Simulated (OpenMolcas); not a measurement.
# One shape, several levels: Si2H4OF2 (SMILES O[SiH](F)[SiH2]F)

We compute a comparison of 6 runs (HF/STO-3G, HF/3-21G, M06-2X/def2-SVP, SVWN5/def2-SVP, TPSS/def2-SVP, r2SCAN/def2-SVP) of Si2H4OF2. 

The results are computed with OpenMolcas 26.06.

1 further run of the same task is left out (set aside as unsound or not needed).

**1. The molecule**

Si2H4OF2: 9 atoms, total charge 0, spin state singlet. SMILES: `O[SiH](F)[SiH2]F`. One bond was lengthened or shortened from a relaxed shape.

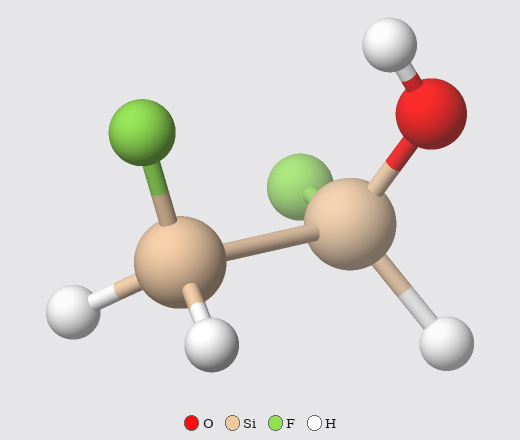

The structure, seen from a chosen angle (oxygen red, silicon light orange, fluorine green, hydrogen white).

**2. A single-point energy at HF/STO-3G (run 1)**

File calc.input:

```
* F2H4OSi2 Hartree-Fock
&GATEWAY
BasLib
$CurrDir
Coord
9
angstrom
O        0.647016       1.811956      -0.576037
Si       0.772116       0.183056      -0.544137
F        0.789416      -0.414444      -2.029537
Si      -1.091284      -0.727144       0.577263
F       -2.331184       0.247856       0.242763
H       -0.211484       2.200156      -0.756137
H        2.284600      -0.163900       0.153800
H       -1.450284      -2.098644       0.135563
H       -0.898784      -0.723044       2.051263
Basis
STO-3G
Group
NoSym
&SEWARD
&SCF
Thresholds
1e-10 1e-07 1e-07 1e-05
PrOrbitals
0
```

The basis set STO-3G is read from a file made from the Basis Set Exchange's data (not shown).

Started as:

```bash
$ export MOLCAS_MEM=1860
$ pymolcas calc.input > calc.log
```

Standard output:

```text
--- Start Module: gateway ---
[...]
--- Stop Module: gateway /rc=_RC_ALL_IS_WELL_ ---
--- Start Module: seward ---
[...]
      Basis functions           37
--- Stop Module: seward /rc=_RC_ALL_IS_WELL_ ---
--- Start Module: scf ---
[...]
       Convergence after  12 Iterations
[...]
::    Total SCF energy                               -843.4720480535
[...]
      Total spin, S                                     0.0000000000
[...]
      Total electronic charge=   58.000000
      Total            charge=   -0.000000
[...]
      Dipole Moment (debye):
      Origin of the operator (angstrom)=   -0.2470    0.0860   -0.3565
                   X= -4.1970E-01               Y= -7.8475E-01               Z=  7.8101E-01           Total=  1.1840E+00
      Quadrupole Moment (debye*angstrom):
[...]
--- Stop Module: scf /rc=_RC_ALL_IS_WELL_ ---
[...]
```

It took 1.1 s on 1 thread of Intel Xeon 6975P-C (Granite Rapids), shared host; peak memory 0.37 GiB.

**3. The energy at HF/3-21G (run 2)**

File geom.xyz:

```xyz
9

O      0.647016     1.811956    -0.576037
Si     0.772116     0.183056    -0.544137
F      0.789416    -0.414444    -2.029537
Si    -1.091284    -0.727144     0.577263
F     -2.331184     0.247856     0.242763
H     -0.211484     2.200156    -0.756137
H      2.284600    -0.163900     0.153800
H     -1.450284    -2.098644     0.135563
H     -0.898784    -0.723044     2.051263
```

File run.input:

```
* F2H4OSi2 Hartree-Fock

&GATEWAY
 BasLib = $CurrDir
 Coord = geom.xyz
 Basis = 3-21G
 Group = NoSym

&SEWARD

&SCF
 Thresholds = 1e-10 1e-07 1e-07 1e-05
 PrOrbitals = 1 1
```

The basis set 3-21G is read from a file made from the Basis Set Exchange's data (not shown).

Started as:

```bash
$ export MOLCAS_MEM=1860
$ pymolcas run.input > run.log
```

Standard output:

```text
--- Start Module: gateway ---
[...]
--- Stop Module: gateway /rc=_RC_ALL_IS_WELL_ ---
--- Start Module: seward ---
[...]
      Basis functions           61
--- Stop Module: seward /rc=_RC_ALL_IS_WELL_ ---
--- Start Module: scf ---
[...]
       Convergence after  12 Iterations
[...]
::    Total SCF energy                               -849.4930755764
[...]
      Total spin, S                                     0.0000000000
[...]
      Total electronic charge=   58.000000
      Total            charge=   -0.000000
[...]
      Dipole Moment (debye):
      Origin of the operator (angstrom)=   -0.2470    0.0860   -0.3565
                   X= -6.6833E-01               Y= -8.3886E-01               Z=  1.4285E+00           Total=  1.7864E+00
      Quadrupole Moment (debye*angstrom):
[...]
--- Stop Module: scf /rc=_RC_ALL_IS_WELL_ ---
[...]
```

Wall time 1.7 s (1 thread of Intel Xeon 6975P-C (Granite Rapids), shared host); peak memory 0.4 GiB.

Runs 3 to 4 aren't shown in full; the table further down has their settings and results.

**4. The energy at TPSS/def2-SVP (run 5)**

geom.xyz is that of step 3.

File test.input:

```
&GATEWAY
 BASLIB=$CurrDir
 COORD=geom.xyz
 BASIS=def2-SVP
 GROUP=NoSym

&SEWARD
 GRIDINPUT
 Grid=UltraFine
 End of Grid

&SCF
 KSDFT=2
 1.0 MGGA_X_TPSS
 1.0 MGGA_C_TPSS
 THRESHOLDS=1e-10 1e-07 1e-07 1e-05
 PRORBITALS=1 1
```

The basis set def2-SVP is read from a file made from the Basis Set Exchange's data (not shown).

Started as:

```bash
$ export MOLCAS_MEM=1860
$ pymolcas test.input > test.log
```

Standard output:

```text
--- Start Module: gateway ---
[...]
--- Stop Module: gateway /rc=_RC_ALL_IS_WELL_ ---
--- Start Module: seward ---
[...]
      Basis functions           98
--- Stop Module: seward /rc=_RC_ALL_IS_WELL_ ---
[...]
--- Start Module: scf ---
[...]
       Convergence after  14 Iterations
[...]
::    Total KS-DFT energy                            -856.0983773792
[...]
      Total spin, S                                     0.0000000000
[...]
      Total electronic charge=   58.000000
      Total            charge=   -0.000000
[...]
      Dipole Moment (debye):
      Origin of the operator (angstrom)=   -0.2470    0.0860   -0.3565
                   X= -7.2508E-01               Y=  4.2533E-02               Z=  6.9263E-01           Total=  1.0036E+00
      Quadrupole Moment (debye*angstrom):
[...]
--- Stop Module: scf /rc=_RC_ALL_IS_WELL_ ---
[...]
```

Run time: 26 s. Hardware: 1 thread of Intel Xeon 6975P-C (Granite Rapids), shared host; peak memory 0.55 GiB.

**5. A single-point energy at r2SCAN/def2-SVP (run 6)**

File mol.xyz:

```xyz
9

O      0.647016     1.811956    -0.576037
Si     0.772116     0.183056    -0.544137
F      0.789416    -0.414444    -2.029537
Si    -1.091284    -0.727144     0.577263
F     -2.331184     0.247856     0.242763
H     -0.211484     2.200156    -0.756137
H      2.284600    -0.163900     0.153800
H     -1.450284    -2.098644     0.135563
H     -0.898784    -0.723044     2.051263
```

File mol.input:

```
* F2H4OSi2 Kohn-Sham DFT
&GATEWAY
BASLIB=$CurrDir
COORD=mol.xyz
BASIS=def2-SVP
GROUP=NoSym
&SEWARD
GRIDINPUT
Grid=UltraFine
End of Grid
&SCF
KSDFT=2
1.0 MGGA_X_R2SCAN
1.0 MGGA_C_R2SCAN
THRESHOLDS=1e-10 1e-07 1e-07 1e-05
PRORBITALS=1 1
```

The basis set def2-SVP is read from a file made from the Basis Set Exchange's data (not shown).

Started as:

```bash
$ export MOLCAS_MEM=1860
$ pymolcas mol.input > mol.log
```

Standard output:

```text
--- Start Module: gateway ---
[...]
--- Stop Module: gateway /rc=_RC_ALL_IS_WELL_ ---
--- Start Module: seward ---
[...]
      Basis functions           98
--- Stop Module: seward /rc=_RC_ALL_IS_WELL_ ---
[...]
--- Start Module: scf ---
[...]
       Convergence after  14 Iterations
[...]
::    Total KS-DFT energy                            -855.8596325758
[...]
      Total spin, S                                     0.0000000000
[...]
      Total electronic charge=   58.000000
      Total            charge=   -0.000000
[...]
      Dipole Moment (debye):
      Origin of the operator (angstrom)=   -0.2470    0.0860   -0.3565
                   X= -6.9095E-01               Y= -3.4612E-02               Z=  7.8349E-01           Total=  1.0452E+00
      Quadrupole Moment (debye*angstrom):
[...]
--- Stop Module: scf /rc=_RC_ALL_IS_WELL_ ---
[...]
```

Wall time 24 s (1 thread of Intel Xeon 6975P-C (Granite Rapids), shared host); peak memory 0.55 GiB.

**6. Overview of the runs**

```csv
run,level,integration grid,energy (Eh),dipole moment (D),HOMO energy (eV),LUMO energy (eV),wall time
1,HF/STO-3G,–,-843.472048,1.18,-7.81,9.37,1.1 s
2,HF/3-21G,–,-849.493076,1.79,-11.20,2.62,1.7 s
3,M06-2X/def2-SVP,UltraFine,-855.900084,1.17,-9.28,0.04,23 s
4,SVWN5/def2-SVP,UltraFine,-851.898409,1.02,-6.83,-1.87,14 s
5,TPSS/def2-SVP,UltraFine,-856.098377,1.00,-6.97,-1.44,26 s
6,r2SCAN/def2-SVP,UltraFine,-855.859633,1.05,-7.15,-1.41,24 s
```

**7. Results**

```
            quantity          value
 run 6: total energy  -855.85963 Eh
run 6: dipole moment         1.05 D
  run 6: HOMO energy       -7.15 eV
  run 6: LUMO energy       -1.41 eV
run 6: HOMO–LUMO gap        5.74 eV
```

What this shows: The dipole moment (its size) runs from 1.00 D (TPSS/def2-SVP) to 1.79 D (HF/3-21G). The two ends differ in method and basis. The HOMO–LUMO gap runs from 4.95 eV (SVWN5/def2-SVP) to 17.18 eV (HF/STO-3G). Totals of different functionals can't be ranked against each other. In run 1 the basis is minimal, so the values are rough. All runs together took 90 s, the longest 26 s.
